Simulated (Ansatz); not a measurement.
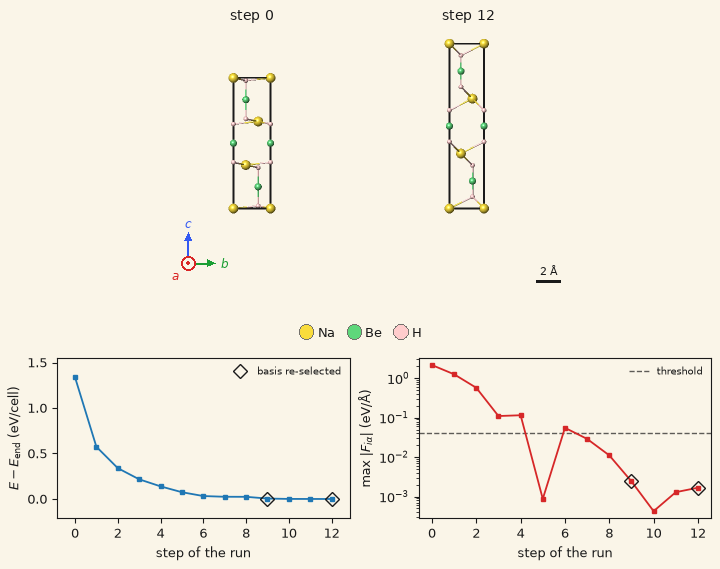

First and last geometry of a relaxation of solid NaBeH2 (a generated structure, set up in R-3m) (coarse preliminary run), with the history of the run. Style: ball-and-stick. Shown: the conventional cell (3 times the calculation's cell), along the a axis. Lengths and directions refer to the drawn axes.

Theory: Ansatz, DFT PBE, scalar-relativistic, plane waves, PAW. Settings: plane-wave cutoff 420 eV; k-point mesh 6 × 6 × 6; occupations gaussian; smearing width 0.1 eV; no spin polarisation; cell and atoms relaxed; force threshold 0.04 eV/Å; at most 70 steps.

### Did the run converge, and what did it change?

It converged. The largest moves relative to the cell, 0.74 Å, are those of H atoms. Na and Be stay in place. The volume changes by +9.7 %, with a = b 3.722 → 3.470 Å (−6.8 %), c 11.349 → 14.329 Å (+26.3 %). Among the contacts that change: Be–H 1.665 → 1.365 Å, H–Na 2.161 → 2.249 Å. Bond angles that change, for instance: H–Na–H 118.9° → 100.9°, H–Na–H 61.1° → 79.1°, Na–H–Na 118.9° → 100.9°. The space group stays R-3m (No. 166). The energy falls by 1.338 eV per cell of the calculation in 10 accepted moves (12 points after the start). Largest force component: 2.2 eV/Å at the start, 0.0017 eV/Å at the end. Pressure: −0.75 GPa at the start and −0.01 GPa at the end. At 2 points the geometry stayed and the basis and grid were re-selected for the new cell (energy shift of 19.2 meV per cell of the calculation at most each time).

```tsv
step	E − E(0), meV/atom	largest force component, eV/Å	pressure, GPa	volume, Å³/atom	note
0	0.00	2.1636	-0.75	11.348	
1	-191.06	1.2622	1.31	11.649	
2	-249.77	0.5731	4.46	12.178	
3	-280.46	0.1101	1.20	12.840	
4	-299.85	0.1153	0.65	13.174	
5	-315.95	0.0009	-0.16	13.140	
6	-326.48	0.0553	-0.29	12.783	
7	-328.45	0.0289	-0.22	12.354	
8	-328.58	0.0111	0.14	12.297	
9	-333.37	0.0024	0.57	12.297	same geometry, new basis
10	-334.38	0.0004	0.15	12.416	
11	-334.48	0.0013	-0.01	12.451	
12	-334.56	0.0017	-0.01	12.451	same geometry, new basis
```
